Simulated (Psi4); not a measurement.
Single-point calculation, with input and output: BH3S2 (part 1 of 2)

BH3S2, computed with MP3/aug-cc-pVDZ, RHF (Psi4 1.11).

The geometry comes from this level: PBE0-D4/def2-TZVP.

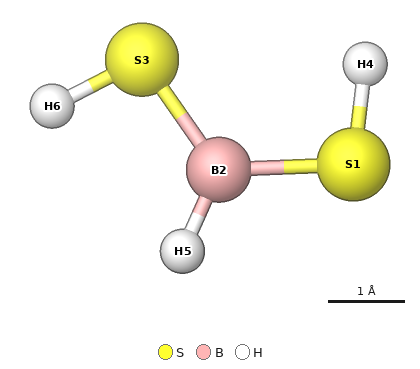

The structure as given in the input (ball-and-stick view, seen on its broad side; atoms are numbered from 1 in the order of the input). Bond lengths as drawn: B–H 1.19 Å, B–S 1.78 to 1.79 Å and H–S 1.34 to 1.35 Å.

## The input (bh3s2.dat)
```
memory 1600 MB

molecule geom {
  S     -0.819900    -0.605200    -1.516500
  B      0.091400    -0.453600     0.008900
  S      0.333100     1.114800     0.829800
  H     -1.145600     0.688100    -1.694600
  H      0.535500    -1.462200     0.457500
  H      1.047600     0.654100     1.868800
}

set {
  basis aug-cc-pVDZ
  scf_type cd
  freeze_core true
  mp_type conv
}

e_tot = energy("mp3")
print_variables()
```

Run on 1 thread of Intel Xeon (Granite Rapids), 128 GiB of memory available, shared host.

Command:
```bash
psi4 -i bh3s2.dat -o bh3s2.out -n 1
```

## Output
```
Psi4 1.11 release

   => Loading Basis Set <=

    Name: AUG-CC-PVDZ
    Role: ORBITAL
    Keyword: BASIS

         ---------------------------------------------------------
                                   SCF
                              RHF Reference
                        1 Threads,   1525 MiB Core
         ---------------------------------------------------------

  ==> Geometry <==

    Molecular point group: c1
    Full point group: C1

    Geometry (in Angstrom), charge = 0, multiplicity = 1:

       Center              X                  Y                   Z               Mass
    ------------   -----------------  -----------------  -----------------  -----------------
         S           -0.638861433995    -0.748552765833    -1.244360569238    31.972071174400
         B            0.272438566005    -0.596952765833     0.281039430762    11.009305360000
         S            0.514138566005     0.971447234167     1.101939430762    31.972071174400
         H           -0.964561433995     0.544747234167    -1.422460569238     1.007825032230
         H            0.716538566005    -1.605552765833     0.729639430762     1.007825032230
         H            1.228638566005     0.510747234167     2.140939430762     1.007825032230

  Running in c1 symmetry.

  Rotational constants: A =      1.25676  B =      0.10314  C =      0.09532 [cm^-1]
  Rotational constants: A =  37676.83681  B =   3092.03649  C =   2857.52696 [MHz]
  Nuclear repulsion =  119.768715267477347

  Charge       = 0
  Multiplicity = 1
  Electrons    = 40
  Nalpha       = 20
  Nbeta        = 20

  ==> Algorithm <==

  SCF Algorithm Type is CD.
  DIIS enabled.
  MOM disabled.
  Fractional occupation disabled.
  Guess Type is SAD.
  Energy threshold   = 1.00e-08
  Density threshold  = 1.00e-08
  Integral threshold = 1.00e-12

  ==> Primary Basis <==

  Basis Set: AUG-CC-PVDZ
    Blend: AUG-CC-PVDZ
    Number of shells: 46
    Number of basis functions: 104
    Number of Cartesian functions: 110
    Spherical Harmonics?: true
    Max angular momentum: 2

  ==> Integral Setup <==

  ==> CDJK: Cholesky-decomposed J/K Matrices <==

    J tasked:                     Yes
    K tasked:                     Yes
    wK tasked:                     No
    Integrals threads:              1
    Memory [MiB]:                1144
    Algorithm:                   Core
    Integral Cache:              NONE
    Schwarz Cutoff:             1E-12
    Cholesky tolerance:      1.00E-04
    No. Cholesky vectors:         411

  Minimum eigenvalue in the overlap matrix is 1.8862650628E-04.
  Reciprocal condition number of the overlap matrix is 2.2767107837E-05.
    Using symmetric orthogonalization.

  ==> Pre-Iterations <==

  SCF Guess: Superposition of Atomic Densities via on-the-fly atomic UHF (no occupation information).

   -------------------------
    Irrep   Nso     Nmo
   -------------------------
     A        104     104
   -------------------------
    Total     104     104
   -------------------------

  ==> Iterations <==

                        Total Energy        Delta E     RMS |[F,P]|

   @RHF iter SAD:  -821.10796121023054   -8.21108e+02   0.00000e+00
   @RHF iter   1:  -821.50063591541539   -3.92675e-01   2.29992e-03 ADIIS/DIIS
   @RHF iter   2:  -821.55049819865746   -4.98623e-02   8.17800e-04 ADIIS/DIIS
   @RHF iter   3:  -821.55658442779747   -6.08623e-03   2.65717e-04 ADIIS/DIIS
   @RHF iter   4:  -821.55781644036449   -1.23201e-03   9.37945e-05 DIIS
   @RHF iter   5:  -821.55793982922296   -1.23389e-04   2.41770e-05 DIIS
   @RHF iter   6:  -821.55795300597731   -1.31768e-05   6.36401e-06 DIIS
   @RHF iter   7:  -821.55795386344835   -8.57471e-07   1.69840e-06 DIIS
   @RHF iter   8:  -821.55795392473749   -6.12891e-08   4.57789e-07 DIIS
   @RHF iter   9:  -821.55795392913285   -4.39536e-09   1.05365e-07 DIIS
   @RHF iter  10:  -821.55795392937034   -2.37492e-10   2.81557e-08 DIIS
   @RHF iter  11:  -821.55795392938762   -1.72804e-11   7.11945e-09 DIIS
  Energy and wave function converged.

  ==> Post-Iterations <==

    Orbital Energies [Eh]
    ---------------------

    Doubly Occupied:

       1A    -91.969528     2A    -91.967462     3A     -8.974164
       4A     -8.971954     5A     -7.662938     6A     -6.656116
       7A     -6.654768     8A     -6.653925     9A     -6.653340
      10A     -6.652467    11A     -6.651090    12A     -1.021493
      13A     -0.972125    14A     -0.679252    15A     -0.600322
      16A     -0.543027    17A     -0.469211    18A     -0.456358
      19A     -0.437283    20A     -0.375009

    Virtual:

      21A      0.037542    22A      0.046097    23A      0.053267
      24A      0.057440    25A      0.076057    26A      0.093657
      27A      0.097892    28A      0.103389    29A      0.123902
      30A      0.132642    31A      0.136026    32A      0.153704
      33A      0.168283    34A      0.173946    35A      0.180058
      36A      0.189481    37A      0.227632    38A      0.231528
      39A      0.239724    40A      0.276849    41A      0.304306
      42A      0.311887    43A      0.317614    44A      0.343690
      45A      0.371219    46A      0.384683    47A      0.386705
      48A      0.418939    49A      0.433669    50A      0.463754
      51A      0.497653    52A      0.497779    53A      0.502137
      54A      0.504230    55A      0.535418    56A      0.535844
      57A      0.554446    58A      0.565616    59A      0.577469
      60A      0.589310    61A      0.607171    62A      0.613531
      63A      0.638919    64A      0.643095    65A      0.662782
      66A      0.676537    67A      0.843610    68A      0.851633
      69A      0.883631    70A      0.936345    71A      0.959913
      72A      0.970332    73A      1.013779    74A      1.040316
      75A      1.058273    76A      1.094674    77A      1.094933
      78A      1.122992    79A      1.167891    80A      1.181112
      81A      1.200812    82A      1.233570    83A      1.267910
      84A      1.278208    85A      1.295299    86A      1.331674
      87A      1.359869    88A      1.410421    89A      1.442027
      90A      1.475298    91A      1.508029    92A      1.671770
      93A      1.690375    94A      1.830699    95A      1.879315
      96A      1.880570    97A      1.890263    98A      2.006274
      99A      2.043231   100A      2.094094   101A      2.277842
     102A      2.395767   103A      2.434004   104A      2.666069

    Final Occupation by Irrep:
              A
    DOCC [    20 ]
    NA   [    20 ]
    NB   [    20 ]

  @RHF Final Energy:  -821.55795392938762

   => Energetics <=

    Nuclear Repulsion Energy =            119.7687152674773472
    One-Electron Energy =               -1372.6096736968238474
    Two-Electron Energy =                 431.2830044999589632
    Total Energy =                       -821.5579539293876223

Computation Completed

Properties will be evaluated at   0.000000,   0.000000,   0.000000 [a0]

Properties computed using the SCF density matrix

 Multipole Moments:

 ------------------------------------------------------------------------------------
     Multipole            Electronic (a.u.)      Nuclear  (a.u.)        Total (a.u.)
 ------------------------------------------------------------------------------------

 L = 1.  Multiply by 2.5417464519 to convert [e a0] to [Debye]
 Dipole X            :         -0.4850563            0.6561935            0.1711372
 Dipole Y            :          0.0153426            0.0595063            0.0748488
 Dipole Z            :         -0.7864761            1.0857936            0.2993175
 Magnitude           :                                                    0.3528190

 ------------------------------------------------------------------------------------

	total time  =          9 seconds =       0.15 minutes
 MINTS: Wrapper to libmints.

   Calculation information:
      Number of threads:                 1
      Number of atoms:                   6
      Number of AO shells:              46
      Number of SO shells:              46
      Number of primitives:            152
      Number of atomic orbitals:       110
      Number of basis functions:       104

      Number of irreps:                  1
      Integral cutoff                 1.00e-12
      Number of functions per irrep: [ 104 ]

 OEINTS: Overlap, kinetic, potential, dipole, and quadrupole integrals
         stored in file 35.

      Computing two-electron integrals...done
      Computed 14706860 non-zero two-electron integrals.
        Stored in file 33.

  Module OCC Options:
  ----------------------------------------------------------------------------
  ACTIVE                        => (empty)
  BASIS_RELATIVISTIC            => (empty)
  BENCH                         => (empty)
  CACHELEVEL                    => (empty)
  CCL_ENERGY                    => (empty)
  CC_MAXITER                    => (empty)
  CC_TYPE                       => (empty)
  CEPA_OS_SCALE                 => (empty)
  CEPA_SOS_SCALE                => (empty)
  CEPA_SS_SCALE                 => (empty)
  CEPA_TYPE                     => (empty)
  CI_TYPE                       => (empty)
  CUBEPROP_BASIS_FUNCTIONS      => (empty)
  CUBEPROP_FILEPATH             => (empty)
  CUBEPROP_ISOCONTOUR_THRESHOLD => (empty)
  CUBEPROP_ORBITALS             => (empty)
  CUBEPROP_TASKS                => (empty)
  CUBIC_BASIS_TOLERANCE         => (empty)
  CUBIC_BLOCK_MAX_POINTS        => (empty)
  CUBIC_GRID_OVERAGE            => (empty)
  CUBIC_GRID_SPACING            => (empty)
  CUTOFF                        => (empty)
  DDX                           => (empty)
  DEBUG                         => (empty)
  DERTYPE                       => (empty)
  DF_BASIS_CC                   => (empty)
  DIE_IF_NOT_CONVERGED          => (empty)
  DIIS_MAX_VECS                 => (empty)
  DIIS_MIN_VECS                 => (empty)
  DKH_ORDER                     => (empty)
  DOCC                          => (empty)
  DO_DIIS                       => (empty)
  DO_LEVEL_SHIFT                => (empty)
  DO_SCS                        => (empty)
  DO_SOS                        => (empty)
  E3_SCALE                      => (empty)
  EA_POLES                      => (empty)
  EKT_EA                        => (empty)
  EKT_IP                        => (empty)
  EP_EA_POLES                   => (empty)
  EP_IP_POLES                   => (empty)
  EP_MAXITER                    => (empty)
  EXTERNAL_POTENTIAL_SYMMETRY   => (empty)
  E_CONVERGENCE                 => 1e-06           !
  FREEZE_CORE                   => TRUE            !
  FREEZE_CORE_POLICY            => (empty)
  FROZEN_DOCC                   => (empty)
  FROZEN_UOCC                   => (empty)
  INTEGRAL_PACKAGE              => (empty)
  IP_POLES                      => (empty)
  LEVEL_SHIFT                   => (empty)
```
